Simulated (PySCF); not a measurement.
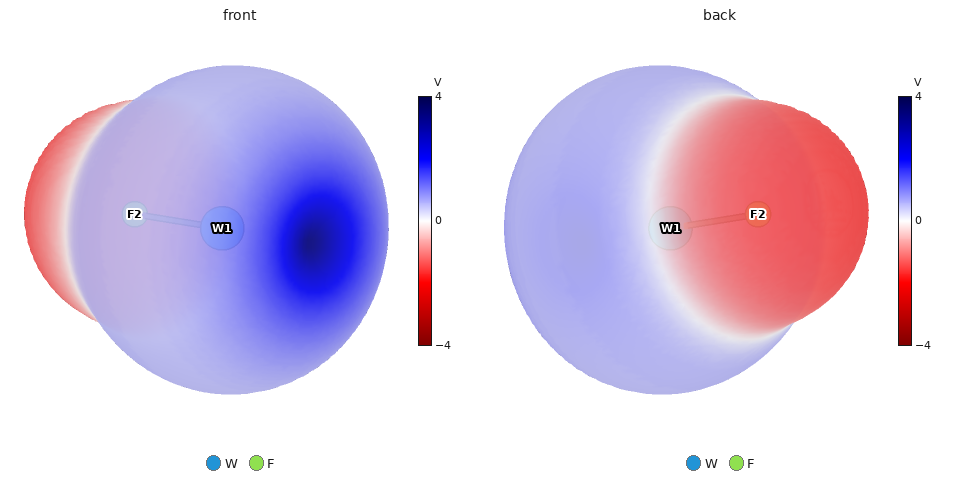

WF (sextet). The electrostatic potential painted on the density surface at 0.001 e/bohr³, seen from the front and from behind; red is negative and blue positive.

Core potentials replace the inner electrons of W.

Computed with PBE0/cc-pVDZ(-PP), non-relativistic Hamiltonian with scalar-relativistic core potentials where named, at a bond length of 1.897 Å (PySCF 2.14.0).

Describe the electrostatic potential map.

The most negative region (about −1.4 V) lies over F2, the most positive (about +3.0 V) over W1.
